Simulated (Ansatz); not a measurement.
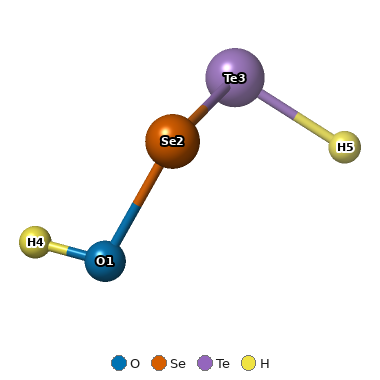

The system is H₂OSeTe, SMILES O[Se][TeH]; the picture shows the reference structure. 
- The first coordinate is: dihedral H4–O1–Se2–Te3; the second: dihedral O1–Se2–Te3–H5.
- Nothing is relaxed (all other coordinates rigid).
- Grid: 18 × 18 points; 164 points were computed and 160 follow by symmetry.
- Points are written as (first, second).
- Energies are in kJ/mol, from the lowest grid point.
- These are results of RKS PBE0-D4/def2-SVP in Ansatz 0.2.0, not measurements.

Its coordinates:

```csv
atom,x (Å),y (Å),z (Å)
O,-1.2880,-0.7136,-0.7118
Se,-0.5925,-0.4144,0.9320
Te,1.3264,1.1479,0.5157
H,-1.8962,0.0164,-0.8906
H,2.4503,-0.0363,0.1546
```

Range: dihedral H4–O1–Se2–Te3 from −180 to 160°; dihedral O1–Se2–Te3–H5 from −180 to 160°.

What landscape does the calculation give?

The lowest grid point is at (−80°, −80°); the map holds 4 wells of about this depth. The highest grid point, (−180°, −180°), lies 82 kJ/mol above the lowest. On the interpolated surface the easiest way out of the lowest well to the well at about (85°, −90°) passes a barrier of about 20 kJ/mol. Round the minimum the two coordinates are nearly uncoupled.

| dihedral O1–Se2–Te3–H5 ↓, dihedral H4–O1–Se2–Te3 → | −160 | −120 | −80 | −40 | 0 | 40 | 80 | 120 | 160 |
| --- | --- | --- | --- | --- | --- | --- | --- | --- | --- |
| 160 | 70 | 49 | 40 | 55 | 71 | 59 | 44 | 51 | 71 |
| 120 | 36 | 17 | 9 | 21 | 33 | 25 | 13 | 20 | 38 |
| 80 | 26 | 9 | 2 | 13 | 21 | 10 | 0 | 8 | 25 |
| 40 | 50 | 34 | 28 | 41 | 49 | 34 | 22 | 30 | 49 |
| 0 | 74 | 56 | 49 | 65 | 80 | 65 | 49 | 56 | 74 |
| −40 | 49 | 30 | 22 | 34 | 49 | 41 | 28 | 34 | 50 |
| −80 | 25 | 8 | 0 | 10 | 21 | 13 | 2 | 9 | 26 |
| −120 | 38 | 20 | 13 | 25 | 33 | 21 | 9 | 17 | 36 |
| −160 | 71 | 51 | 44 | 59 | 71 | 55 | 40 | 49 | 70 |

The table holds every second grid line.

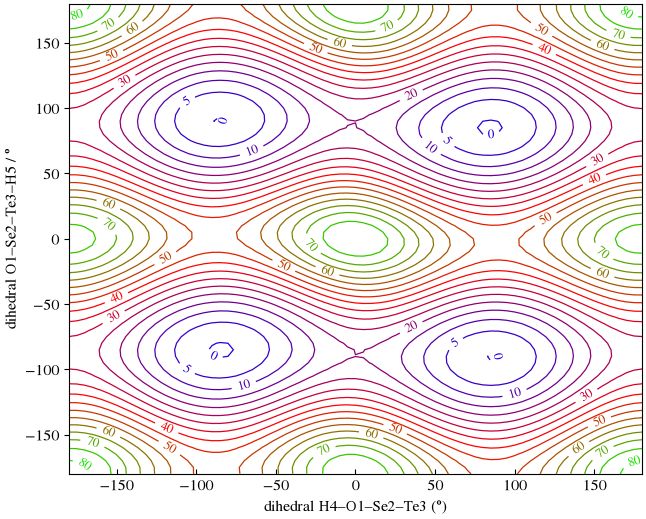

Drawn: contour lines labelled in kJ/mol. Between grid points the surface is interpolated.

Each point was launched as `ansatz run input.yaml --threads 1 --pin off --max-ram 2560MiB --backend cpu --events-out ev --progress --plain --runs-dir out`. The whole map (164 points run) took 11 min on 1 thread of Arm Neoverse V2, on a shared host.
